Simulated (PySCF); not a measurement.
# r2SCAN/STO-3G run of PH2F (phosphinous fluoride(8ci,9ci))

Aim: the energy change on altering one bond length of PH2F (phosphinous fluoride(8ci,9ci)) at r2SCAN/STO-3G, from 2 runs. The job is set up through a Python script.

The calculation is run with PySCF 2.14.0.

10 further runs of the same task are left out: 1 that didn't finish, 9 set aside as unsound or not needed.

## (1) The molecule

PH2F has 4 atoms, charge 0, and is taken as a singlet. SMILES: `FP`. The coordinates come from a GFN2-xTB relaxation.

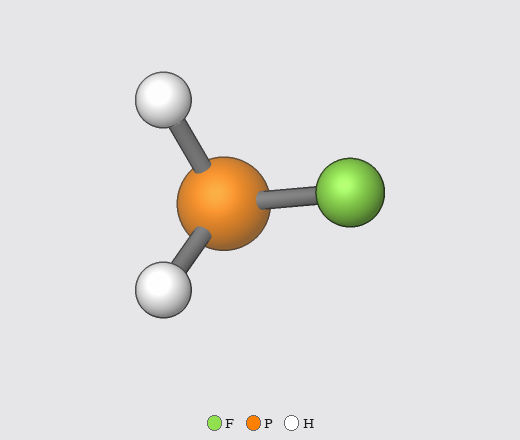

Viewed from a chosen angle; fluorine green, phosphorus orange, hydrogen white.

## (2) The energy at r2SCAN/STO-3G

input.xyz

```xyz
4
FH2P
F      1.160540     0.668850    -0.222660
P     -0.072030    -0.369080    -0.479670
H     -1.053910     0.574260    -0.129560
H     -0.034600    -0.874030     0.831900
```

job.py

```python
from pyscf import gto, dft

system = gto.M(
    atom='input.xyz',
    basis='sto-3g',
    spin=0,
    charge=0,
    verbose=4,
    max_memory=1860,
)

mf = dft.RKS(system, xc='r2scan')
mf.conv_tol = 1e-10
mf.grids.level = 5
mf.kernel()
if not mf.converged:
    mf = mf.newton().run(mf.mo_coeff, mf.mo_occ)

e_final = mf.e_tot
print('Final energy', e_final)
```

Run with:

```sh
$ OMP_NUM_THREADS=1 python job.py
```

Output:

```text
PySCF version 2.14.0

[INPUT] num. atoms = 4
[INPUT] num. electrons = 26
[INPUT] charge = 0
[INPUT] spin (= nelec alpha-beta = 2S) = 0
[INPUT] symmetry False subgroup None
[INPUT] Mole.unit = angstrom
[INPUT] Symbol           X                Y                Z      unit          X                Y                Z       unit  Magmom
[INPUT]  1 F      1.160540000000   0.668850000000  -0.222660000000 AA    2.193102756603   1.263943318415  -0.420766418896 Bohr   0.0
[INPUT]  2 P     -0.072030000000  -0.369080000000  -0.479670000000 AA   -0.136116972752  -0.697460118054  -0.906444930170 Bohr   0.0
[INPUT]  3 H     -1.053910000000   0.574260000000  -0.129560000000 AA   -1.991601259940   1.085194124293  -0.244832916699 Bohr   0.0
[INPUT]  4 H     -0.034600000000  -0.874030000000   0.831900000000 AA   -0.065384523910  -1.651677324654   1.572063163026 Bohr   0.0

nuclear repulsion = 59.6290175704312
number of shells = 10
number of NR pGTOs = 48
number of NR cGTOs = 16
basis = sto-3g
ecp = {}

******** <class 'pyscf.dft.rks.RKS'> ********
method = RKS
initial guess = minao
damping factor = 0
level_shift factor = 0
DIIS = <class 'pyscf.scf.diis.CDIIS'>
diis_start_cycle = 1
diis_space = 8
diis_damp = 0
SCF conv_tol = 1e-10
SCF conv_tol_grad = None
SCF max_cycles = 50
direct_scf = True
direct_scf_tol = 1e-13
XC library pyscf.dft.libxc version 7.0.0
    S. Lehtola, C. Steigemann, M. J.T. Oliveira, and M. A.L. Marques.,  SoftwareX 7, 1–5 (2018)
XC functionals = r2scan
    J. W. Furness, A. D. Kaplan, J. Ning, J. P. Perdew, and J. Sun.,  J. Phys. Chem. Lett. 11, 8208-8215 (2020)
    J. W. Furness, A. D. Kaplan, J. Ning, J. P. Perdew, and J. Sun.,  J. Phys. Chem. Lett. 11, 9248-9248 (2020)
    J. W. Furness, A. D. Kaplan, J. Ning, J. P. Perdew, and J. Sun.,  J. Phys. Chem. Lett. 11, 8208-8215 (2020)
    J. W. Furness, A. D. Kaplan, J. Ning, J. P. Perdew, and J. Sun.,  J. Phys. Chem. Lett. 11, 9248-9248 (2020)
radial grids:
    Treutler-Ahlrichs [JCP 102, 346 (1995); DOI:10.1063/1.469408] (M4) radial grids

becke partition: Becke, JCP 88, 2547 (1988); DOI:10.1063/1.454033
pruning grids: <function nwchem_prune>
grids dens level: 5
symmetrized grids: False
atomic radii adjust function: <function treutler_atomic_radii_adjust>
small_rho_cutoff = 0
Set gradient conv threshold to 1e-05
Initial guess from minao.
tot grids = 134552
init E= -436.876793781855
  HOMO = -0.256868076207804  LUMO = 0.0580421850381956  gap/eV = 8.56914
cycle= 1 E= -436.939261353402  delta_E= -0.0625  |g|= 0.341  |ddm|= 2.27
  HOMO = 0.037305211000732  LUMO = 0.214661845438573  gap/eV = 4.82612
cycle= 2 E= -436.777969604814  delta_E= 0.161  |g|= 0.802  |ddm|= 1.89
  HOMO = -0.0875515763856916  LUMO = 0.184890679773646  gap/eV = 7.41353
cycle= 3 E= -436.99720495376  delta_E= -0.219  |g|= 0.05  |ddm|= 1.19
  HOMO = -0.0924679683516393  LUMO = 0.184698775380146  gap/eV = 7.54209
cycle= 4 E= -436.998162238841  delta_E= -0.000957  |g|= 0.00944  |ddm|= 0.0785
  HOMO = -0.0944858552312703  LUMO = 0.182724671851074  gap/eV = 7.54328
cycle= 5 E= -436.998207134969  delta_E= -4.49e-05  |g|= 0.000974  |ddm|= 0.0214
  HOMO = -0.0946049444795338  LUMO = 0.182709816339893  gap/eV = 7.54612
cycle= 6 E= -436.998207530567  delta_E= -3.96e-07  |g|= 0.00017  |ddm|= 0.00182
  HOMO = -0.0946328372058683  LUMO = 0.182698792334151  gap/eV = 7.54658
cycle= 7 E= -436.998207545582  delta_E= -1.5e-08  |g|= 2.56e-06  |ddm|= 0.000407
  HOMO = -0.0946332551765923  LUMO = 0.182698583883944  gap/eV = 7.54658
cycle= 8 E= -436.998207545584  delta_E= -2.16e-12  |g|= 1.7e-07  |ddm|= 3.65e-06
  HOMO = -0.094633300911298  LUMO = 0.182698587544756  gap/eV = 7.54659
Extra cycle  E= -436.998207545584  delta_E= -1.14e-13  |g|= 2.39e-07  |ddm|= 7.79e-07
converged SCF energy = -436.998207545584
Final energy -436.99820754558397
```

It took 2.2 s on 1 thread of Arm Neoverse V2, shared host; peak memory 0.19 GiB.

## (3) The distorted shape

input.xyz

```xyz
4

F      1.776815     1.187807    -0.094157
P     -0.072030    -0.369080    -0.479670
H     -1.053910     0.574260    -0.129560
H     -0.034600    -0.874030     0.831900
```

job.py

```python
from pyscf import gto, dft

mol = gto.M(
    atom='input.xyz',
    max_memory=1860,
    basis='sto-3g',
    verbose=3,
)

ks = dft.RKS(mol)
ks.xc = 'r2scan'
ks.conv_tol = 1e-10
ks.grids.level = 5
ks.kernel()
if not ks.converged:
    ks = ks.newton().run(ks.mo_coeff, ks.mo_occ)

e_final = ks.e_tot
print('E(%s) = %.9f' % ('R2SCAN', e_final))
```

Run with:

```sh
$ OMP_NUM_THREADS=1 python job.py
```

Output:

```text
converged SCF energy = -436.878302285159
E(R2SCAN) = -436.878302285
```

Run time: 3.9 s. Hardware: 1 thread of Arm Neoverse V2, shared host; peak memory 0.19 GiB.

## (4) Outcome

Level: r2SCAN/STO-3G.

| quantity | value |
| --- | --- |
| first shape: total energy | -436.99821 Eh |
| first shape: dipole moment | 0.66 D |
| first shape: HOMO energy | -2.58 eV |
| first shape: LUMO energy | 4.97 eV |
| first shape: HOMO–LUMO gap | 7.55 eV |
| distorted shape: total energy | -436.87830 Eh |
| distorted shape: dipole moment | 1.65 D |
| distorted shape: HOMO energy | -1.91 eV |
| distorted shape: LUMO energy | -0.75 eV |
| distorted shape: HOMO–LUMO gap | 1.15 eV |
| energy change with the F1–P2 bond stretched from 1.632 to 2.448 Å | 3.263 eV |

In words: One bond (distorted shape) is far stretched, which a spin-restricted single reference describes badly; a broken-symmetry solution may lie lower. With the F1–P2 bond stretched from 1.632 to 2.448 Å the energy rises by 3.26 eV (315 kJ/mol). The first shape isn't relaxed at this level, so the change isn't measured from a minimum. A restricted reference can't describe the breaking bond well at this length. The minimal basis adds a large error of its own.
